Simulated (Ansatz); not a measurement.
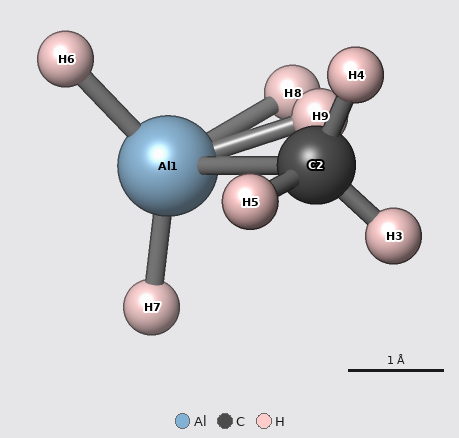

The structure as given in the input (ball-and-stick view, seen at a tilt; atoms are numbered from 1 in the order of the input). Sticks mark near contacts.

## Molecular dynamics of CH7Al (part 1 of 3)

- system: CH7Al
- method: RKS PBE/cc-pVDZ (Ansatz 0.2.0)

It belongs to a series of runs on one base structure; here: dynamics from the highest image of the converged band. Figures and captions count atoms from 1; the log counts them from 0 in places.

### Output
```
Engine: ansatz 0.2.0, aarch64-unknown-linux-gnu
Functional definition: PBE
  parameter kappa = 0.804
  parameter beta = 0.06672455060314922
  exchange = pbe_x(kappa = kappa, mu = beta*pi^2/3)
  correlation = pbe_c(beta = beta)
839 factors; their error is unknown
mean field evaluation 1: about -7733.2479 eV, gradient 5.1e1 eV
mean field evaluation 2: about -7720.6044 eV, gradient 7.6e1 eV
mean field evaluation 4: about -7740.0353 eV, gradient 2.6e0 eV
mean field evaluation 8: about -7740.0633 eV, gradient 2.8e-2 eV
mean field evaluation 16: about -7740.0318 eV, gradient 4.2e-6 eV
mean field -7740.03175688 eV, -284.4409206833 hartree, gradient 4.2e-6 eV, S^2 0.000000; 0 other end points of the search recorded, 0 dependent functions left out
the calculation of the forces begins
reference -7740.03179951 eV, -284.4409222501 hartree; 13, 13 occupied and 54, 54 virtual orbitals, 839 factors
md step     0: t =     0.00 fs  T =   100.0 K  F+E_penalty+E_count = -7740.03175688 eV  E_kin = 0.090482 eV  conserved = -7739.94127488 eV  (25 SCF iters)
these checks for a lower state are left out or cut short: starts, cluster_reference, orbital_swaps, neighbouring_geometries, increment
839 factors; their error is unknown
mean field -7740.02984459 eV, -284.4408504079 hartree, gradient 1.3e-5 eV, S^2 0.000000; 0 other end points of the search recorded, 0 dependent functions left out
the calculation of the forces begins
reference -7740.02988725 eV, -284.4408519756 hartree; 13, 13 occupied and 54, 54 virtual orbitals, 839 factors
md step     1: t =     0.50 fs  T =    97.9 K  F+E_penalty+E_count = -7740.02984459 eV  E_kin = 0.088592 eV  conserved = -7739.94125242 eV  (27 SCF iters)
[... from here on the SCF iterations and repeated set-up lines of each step are left out, up to the last step ...]
md step     2: t =     1.00 fs  T =    91.9 K  F+E_penalty+E_count = -7740.02436459 eV  E_kin = 0.083183 eV  conserved = -7739.94118122 eV  (28 SCF iters)
md step     3: t =     1.50 fs  T =    83.3 K  F+E_penalty+E_count = -7740.01644889 eV  E_kin = 0.075369 eV  conserved = -7739.94108030 eV  (28 SCF iters)
md step     4: t =     2.00 fs  T =    73.7 K  F+E_penalty+E_count = -7740.00769055 eV  E_kin = 0.066713 eV  conserved = -7739.94097795 eV  (28 SCF iters)
md step     5: t =     2.50 fs  T =    65.0 K  F+E_penalty+E_count = -7739.99970133 eV  E_kin = 0.058799 eV  conserved = -7739.94090253 eV  (27 SCF iters)
md step     6: t =     3.00 fs  T =    58.4 K  F+E_penalty+E_count = -7739.99367214 eV  E_kin = 0.052800 eV  conserved = -7739.94087179 eV  (28 SCF iters)
md step     7: t =     3.50 fs  T =    54.4 K  F+E_penalty+E_count = -7739.99009374 eV  E_kin = 0.049206 eV  conserved = -7739.94088760 eV  (28 SCF iters)
md step     8: t =     4.00 fs  T =    52.8 K  F+E_penalty+E_count = -7739.98872817 eV  E_kin = 0.047792 eV  conserved = -7739.94093592 eV  (28 SCF iters)
md step     9: t =     4.50 fs  T =    52.9 K  F+E_penalty+E_count = -7739.98882214 eV  E_kin = 0.047828 eV  conserved = -7739.94099449 eV  (28 SCF iters)
md step    10: t =     5.00 fs  T =    53.5 K  F+E_penalty+E_count = -7739.98945352 eV  E_kin = 0.048412 eV  conserved = -7739.94104158 eV  (29 SCF iters)
md step    11: t =     5.50 fs  T =    53.9 K  F+E_penalty+E_count = -7739.98987315 eV  E_kin = 0.048810 eV  conserved = -7739.94106306 eV  (28 SCF iters)
md step    12: t =     6.00 fs  T =    53.8 K  F+E_penalty+E_count = -7739.98973048 eV  E_kin = 0.048675 eV  conserved = -7739.94105546 eV  (28 SCF iters)
md step    13: t =     6.50 fs  T =    53.2 K  F+E_penalty+E_count = -7739.98913182 eV  E_kin = 0.048107 eV  conserved = -7739.94102514 eV  (28 SCF iters)
md step    14: t =     7.00 fs  T =    52.6 K  F+E_penalty+E_count = -7739.98853989 eV  E_kin = 0.047554 eV  conserved = -7739.94098614 eV  (29 SCF iters)
md step    15: t =     7.50 fs  T =    52.6 K  F+E_penalty+E_count = -7739.98855974 eV  E_kin = 0.047606 eV  conserved = -7739.94095407 eV  (28 SCF iters)
md step    16: t =     8.00 fs  T =    53.9 K  F+E_penalty+E_count = -7739.98969065 eV  E_kin = 0.048749 eV  conserved = -7739.94094185 eV  (28 SCF iters)
md step    17: t =     8.50 fs  T =    56.6 K  F+E_penalty+E_count = -7739.99212384 eV  E_kin = 0.051169 eV  conserved = -7739.94095471 eV  (25 SCF iters)
md step    18: t =     9.00 fs  T =    60.4 K  F+E_penalty+E_count = -7739.99565966 eV  E_kin = 0.054671 eV  conserved = -7739.94098825 eV  (28 SCF iters)
md step    19: t =     9.50 fs  T =    64.9 K  F+E_penalty+E_count = -7739.99977813 eV  E_kin = 0.058749 eV  conserved = -7739.94102921 eV  (28 SCF iters)
md step    20: t =    10.00 fs  T =    69.4 K  F+E_penalty+E_count = -7740.00384783 eV  E_kin = 0.062788 eV  conserved = -7739.94105955 eV  (27 SCF iters)
md step    21: t =    10.50 fs  T =    73.3 K  F+E_penalty+E_count = -7740.00740962 eV  E_kin = 0.066347 eV  conserved = -7739.94106237 eV  (28 SCF iters)
md step    22: t =    11.00 fs  T =    76.7 K  F+E_penalty+E_count = -7740.01044313 eV  E_kin = 0.069416 eV  conserved = -7739.94102731 eV  (28 SCF iters)
md step    23: t =    11.50 fs  T =    80.2 K  F+E_penalty+E_count = -7740.01352615 eV  E_kin = 0.072571 eV  conserved = -7739.94095537 eV  (28 SCF iters)
md step    24: t =    12.00 fs  T =    85.1 K  F+E_penalty+E_count = -7740.01781770 eV  E_kin = 0.076958 eV  conserved = -7739.94086010 eV  (28 SCF iters)
md step    25: t =    12.50 fs  T =    92.9 K  F+E_penalty+E_count = -7740.02484490 eV  E_kin = 0.084080 eV  conserved = -7739.94076513 eV  (28 SCF iters)
md step    26: t =    13.00 fs  T =   105.5 K  F+E_penalty+E_count = -7740.03613600 eV  E_kin = 0.095439 eV  conserved = -7739.94069743 eV  (28 SCF iters)
md step    27: t =    13.50 fs  T =   123.9 K  F+E_penalty+E_count = -7740.05280524 eV  E_kin = 0.112127 eV  conserved = -7739.94067835 eV  (28 SCF iters)
md step    28: t =    14.00 fs  T =   148.7 K  F+E_penalty+E_count = -7740.07522861 eV  E_kin = 0.134513 eV  conserved = -7739.94071609 eV  (27 SCF iters)
md step    29: t =    14.50 fs  T =   179.2 K  F+E_penalty+E_count = -7740.10292466 eV  E_kin = 0.162121 eV  conserved = -7739.94080334 eV  (28 SCF iters)
md step    30: t =    15.00 fs  T =   214.1 K  F+E_penalty+E_count = -7740.13467588 eV  E_kin = 0.193755 eV  conserved = -7739.94092113 eV  (28 SCF iters)
md step    31: t =    15.50 fs  T =   251.7 K  F+E_penalty+E_count = -7740.16883288 eV  E_kin = 0.227787 eV  conserved = -7739.94104587 eV  (28 SCF iters)
md step    32: t =    16.00 fs  T =   290.2 K  F+E_penalty+E_count = -7740.20369130 eV  E_kin = 0.262535 eV  conserved = -7739.94115622 eV  (28 SCF iters)
md step    33: t =    16.50 fs  T =   327.8 K  F+E_penalty+E_count = -7740.23783586 eV  E_kin = 0.296600 eV  conserved = -7739.94123545 eV  (27 SCF iters)
md step    34: t =    17.00 fs  T =   363.8 K  F+E_penalty+E_count = -7740.27040100 eV  E_kin = 0.329129 eV  conserved = -7739.94127206 eV  (26 SCF iters)
md step    35: t =    17.50 fs  T =   397.8 K  F+E_penalty+E_count = -7740.30123990 eV  E_kin = 0.359981 eV  conserved = -7739.94125872 eV  (26 SCF iters)
md step    36: t =    18.00 fs  T =   430.8 K  F+E_penalty+E_count = -7740.33100714 eV  E_kin = 0.389812 eV  conserved = -7739.94119489 eV  (25 SCF iters)
md step    37: t =    18.50 fs  T =   464.2 K  F+E_penalty+E_count = -7740.36111914 eV  E_kin = 0.420026 eV  conserved = -7739.94109307 eV  (27 SCF iters)
md step    38: t =    19.00 fs  T =   500.1 K  F+E_penalty+E_count = -7740.39350978 eV  E_kin = 0.452525 eV  conserved = -7739.94098503 eV  (27 SCF iters)
md step    39: t =    19.50 fs  T =   540.7 K  F+E_penalty+E_count = -7740.43011213 eV  E_kin = 0.489195 eV  conserved = -7739.94091744 eV  (25 SCF iters)
md step    40: t =    20.00 fs  T =   587.1 K  F+E_penalty+E_count = -7740.47213688 eV  E_kin = 0.531202 eV  conserved = -7739.94093510 eV  (25 SCF iters)
md step    41: t =    20.50 fs  T =   639.2 K  F+E_penalty+E_count = -7740.51941786 eV  E_kin = 0.578364 eV  conserved = -7739.94105350 eV  (25 SCF iters)
md step    42: t =    21.00 fs  T =   695.1 K  F+E_penalty+E_count = -7740.57021057 eV  E_kin = 0.628968 eV  conserved = -7739.94124303 eV  (25 SCF iters)
md step    43: t =    21.50 fs  T =   751.8 K  F+E_penalty+E_count = -7740.62166289 eV  E_kin = 0.680224 eV  conserved = -7739.94143923 eV  (25 SCF iters)
md step    44: t =    22.00 fs  T =   805.9 K  F+E_penalty+E_count = -7740.67080111 eV  E_kin = 0.729226 eV  conserved = -7739.94157479 eV  (25 SCF iters)
md step    45: t =    22.50 fs  T =   855.4 K  F+E_penalty+E_count = -7740.71555883 eV  E_kin = 0.773947 eV  conserved = -7739.94161169 eV  (26 SCF iters)
md step    46: t =    23.00 fs  T =   899.4 K  F+E_penalty+E_count = -7740.75536515 eV  E_kin = 0.813809 eV  conserved = -7739.94155580 eV  (25 SCF iters)
md step    47: t =    23.50 fs  T =   939.0 K  F+E_penalty+E_count = -7740.79107342 eV  E_kin = 0.849626 eV  conserved = -7739.94144734 eV  (26 SCF iters)
md step    48: t =    24.00 fs  T =   975.9 K  F+E_penalty+E_count = -7740.82435564 eV  E_kin = 0.883017 eV  conserved = -7739.94133872 eV  (25 SCF iters)
md step    49: t =    24.50 fs  T =  1011.9 K  F+E_penalty+E_count = -7740.85690018 eV  E_kin = 0.915630 eV  conserved = -7739.94127063 eV  (24 SCF iters)
md step    50: t =    25.00 fs  T =  1048.3 K  F+E_penalty+E_count = -7740.88977406 eV  E_kin = 0.948516 eV  conserved = -7739.94125828 eV  (24 SCF iters)
md step    51: t =    25.50 fs  T =  1085.2 K  F+E_penalty+E_count = -7740.92316605 eV  E_kin = 0.981874 eV  conserved = -7739.94129195 eV  (25 SCF iters)
md step    52: t =    26.00 fs  T =  1122.0 K  F+E_penalty+E_count = -7740.95651397 eV  E_kin = 1.015166 eV  conserved = -7739.94134822 eV  (24 SCF iters)
md step    53: t =    26.50 fs  T =  1157.6 K  F+E_penalty+E_count = -7740.98885250 eV  E_kin = 1.047449 eV  conserved = -7739.94140400 eV  (24 SCF iters)
md step    54: t =    27.00 fs  T =  1191.1 K  F+E_penalty+E_count = -7741.01916976 eV  E_kin = 1.077724 eV  conserved = -7739.94144618 eV  (24 SCF iters)
md step    55: t =    27.50 fs  T =  1221.4 K  F+E_penalty+E_count = -7741.04662674 eV  E_kin = 1.105154 eV  conserved = -7739.94147230 eV  (24 SCF iters)
md step    56: t =    28.00 fs  T =  1247.9 K  F+E_penalty+E_count = -7741.07061207 eV  E_kin = 1.129125 eV  conserved = -7739.94148679 eV  (24 SCF iters)
md step    57: t =    28.50 fs  T =  1270.1 K  F+E_penalty+E_count = -7741.09068899 eV  E_kin = 1.149194 eV  conserved = -7739.94149450 eV  (24 SCF iters)
md step    58: t =    29.00 fs  T =  1287.6 K  F+E_penalty+E_count = -7741.10652970 eV  E_kin = 1.165034 eV  conserved = -7739.94149562 eV  (24 SCF iters)
md step    59: t =    29.50 fs  T =  1300.2 K  F+E_penalty+E_count = -7741.11791207 eV  E_kin = 1.176427 eV  conserved = -7739.94148489 eV  (24 SCF iters)
md step    60: t =    30.00 fs  T =  1307.8 K  F+E_penalty+E_count = -7741.12479593 eV  E_kin = 1.183341 eV  conserved = -7739.94145502 eV  (24 SCF iters)
md step    61: t =    30.50 fs  T =  1310.8 K  F+E_penalty+E_count = -7741.12742621 eV  E_kin = 1.186022 eV  conserved = -7739.94140397 eV  (24 SCF iters)
md step    62: t =    31.00 fs  T =  1309.7 K  F+E_penalty+E_count = -7741.12636035 eV  E_kin = 1.185020 eV  conserved = -7739.94134080 eV  (24 SCF iters)
md step    63: t =    31.50 fs  T =  1305.3 K  F+E_penalty+E_count = -7741.12233678 eV  E_kin = 1.181052 eV  conserved = -7739.94128494 eV  (24 SCF iters)
md step    64: t =    32.00 fs  T =  1298.3 K  F+E_penalty+E_count = -7741.11599723 eV  E_kin = 1.174740 eV  conserved = -7739.94125684 eV  (25 SCF iters)
md step    65: t =    32.50 fs  T =  1289.0 K  F+E_penalty+E_count = -7741.10760227 eV  E_kin = 1.166338 eV  conserved = -7739.94126408 eV  (24 SCF iters)
md step    66: t =    33.00 fs  T =  1277.2 K  F+E_penalty+E_count = -7741.09693219 eV  E_kin = 1.155637 eV  conserved = -7739.94129485 eV  (24 SCF iters)
md step    67: t =    33.50 fs  T =  1262.3 K  F+E_penalty+E_count = -7741.08346592 eV  E_kin = 1.142142 eV  conserved = -7739.94132438 eV  (24 SCF iters)
md step    68: t =    34.00 fs  T =  1243.8 K  F+E_penalty+E_count = -7741.06674424 eV  E_kin = 1.125414 eV  conserved = -7739.94133039 eV  (24 SCF iters)
md step    69: t =    34.50 fs  T =  1221.7 K  F+E_penalty+E_count = -7741.04669618 eV  E_kin = 1.105391 eV  conserved = -7739.94130548 eV  (24 SCF iters)
md step    70: t =    35.00 fs  T =  1196.4 K  F+E_penalty+E_count = -7741.02375149 eV  E_kin = 1.082494 eV  conserved = -7739.94125742 eV  (24 SCF iters)
md step    71: t =    35.50 fs  T =  1168.8 K  F+E_penalty+E_count = -7740.99872861 eV  E_kin = 1.057529 eV  conserved = -7739.94119963 eV  (24 SCF iters)
md step    72: t =    36.00 fs  T =  1140.0 K  F+E_penalty+E_count = -7740.97263041 eV  E_kin = 1.031489 eV  conserved = -7739.94114156 eV  (24 SCF iters)
md step    73: t =    36.50 fs  T =  1111.2 K  F+E_penalty+E_count = -7740.94648984 eV  E_kin = 1.005404 eV  conserved = -7739.94108550 eV  (24 SCF iters)
md step    74: t =    37.00 fs  T =  1083.4 K  F+E_penalty+E_count = -7740.92131466 eV  E_kin = 0.980284 eV  conserved = -7739.94103045 eV  (24 SCF iters)
md step    75: t =    37.50 fs  T =  1057.8 K  F+E_penalty+E_count = -7740.89807985 eV  E_kin = 0.957102 eV  conserved = -7739.94097801 eV  (24 SCF iters)
md step    76: t =    38.00 fs  T =  1035.3 K  F+E_penalty+E_count = -7740.87768725 eV  E_kin = 0.936752 eV  conserved = -7739.94093487 eV  (24 SCF iters)
md step    77: t =    38.50 fs  T =  1016.7 K  F+E_penalty+E_count = -7740.86085666 eV  E_kin = 0.919946 eV  conserved = -7739.94091072 eV  (24 SCF iters)
md step    78: t =    39.00 fs  T =  1002.5 K  F+E_penalty+E_count = -7740.84797992 eV  E_kin = 0.907067 eV  conserved = -7739.94091284 eV  (24 SCF iters)
md step    79: t =    39.50 fs  T =   992.5 K  F+E_penalty+E_count = -7740.83901573 eV  E_kin = 0.898074 eV  conserved = -7739.94094135 eV  (24 SCF iters)
md step    80: t =    40.00 fs  T =   986.4 K  F+E_penalty+E_count = -7740.83350105 eV  E_kin = 0.892515 eV  conserved = -7739.94098592 eV  (24 SCF iters)
md step    81: t =    40.50 fs  T =   983.3 K  F+E_penalty+E_count = -7740.83071765 eV  E_kin = 0.889689 eV  conserved = -7739.94102828 eV  (24 SCF iters)
md step    82: t =    41.00 fs  T =   982.4 K  F+E_penalty+E_count = -7740.82997597 eV  E_kin = 0.888926 eV  conserved = -7739.94104958 eV  (24 SCF iters)
md step    83: t =    41.50 fs  T =   983.5 K  F+E_penalty+E_count = -7740.83090172 eV  E_kin = 0.889861 eV  conserved = -7739.94104089 eV  (24 SCF iters)
md step    84: t =    42.00 fs  T =   986.4 K  F+E_penalty+E_count = -7740.83356929 eV  E_kin = 0.892559 eV  conserved = -7739.94101072 eV  (24 SCF iters)
md step    85: t =    42.50 fs  T =   991.8 K  F+E_penalty+E_count = -7740.83837483 eV  E_kin = 0.897392 eV  conserved = -7739.94098269 eV  (25 SCF iters)
md step    86: t =    43.00 fs  T =   999.9 K  F+E_penalty+E_count = -7740.84568996 eV  E_kin = 0.904708 eV  conserved = -7739.94098149 eV  (24 SCF iters)
md step    87: t =    43.50 fs  T =  1010.7 K  F+E_penalty+E_count = -7740.85550376 eV  E_kin = 0.914488 eV  conserved = -7739.94101570 eV  (25 SCF iters)
md step    88: t =    44.00 fs  T =  1023.7 K  F+E_penalty+E_count = -7740.86730067 eV  E_kin = 0.926229 eV  conserved = -7739.94107146 eV  (24 SCF iters)
md step    89: t =    44.50 fs  T =  1037.9 K  F+E_penalty+E_count = -7740.88026070 eV  E_kin = 0.939137 eV  conserved = -7739.94112379 eV  (24 SCF iters)
md step    90: t =    45.00 fs  T =  1052.7 K  F+E_penalty+E_count = -7740.89361694 eV  E_kin = 0.952460 eV  conserved = -7739.94115681 eV  (24 SCF iters)
md step    91: t =    45.50 fs  T =  1067.3 K  F+E_penalty+E_count = -7740.90688674 eV  E_kin = 0.965713 eV  conserved = -7739.94117330 eV  (24 SCF iters)
md step    92: t =    46.00 fs  T =  1081.6 K  F+E_penalty+E_count = -7740.91983101 eV  E_kin = 0.978643 eV  conserved = -7739.94118809 eV  (24 SCF iters)
md step    93: t =    46.50 fs  T =  1095.3 K  F+E_penalty+E_count = -7740.93224252 eV  E_kin = 0.991031 eV  conserved = -7739.94121117 eV  (24 SCF iters)
md step    94: t =    47.00 fs  T =  1108.0 K  F+E_penalty+E_count = -7740.94379877 eV  E_kin = 1.002561 eV  conserved = -7739.94123826 eV  (24 SCF iters)
md step    95: t =    47.50 fs  T =  1119.4 K  F+E_penalty+E_count = -7740.95411941 eV  E_kin = 1.012864 eV  conserved = -7739.94125511 eV  (24 SCF iters)
md step    96: t =    48.00 fs  T =  1129.2 K  F+E_penalty+E_count = -7740.96296932 eV  E_kin = 1.021719 eV  conserved = -7739.94124994 eV  (25 SCF iters)
md step    97: t =    48.50 fs  T =  1137.5 K  F+E_penalty+E_count = -7740.97042840 eV  E_kin = 1.029205 eV  conserved = -7739.94122305 eV  (23 SCF iters)
```
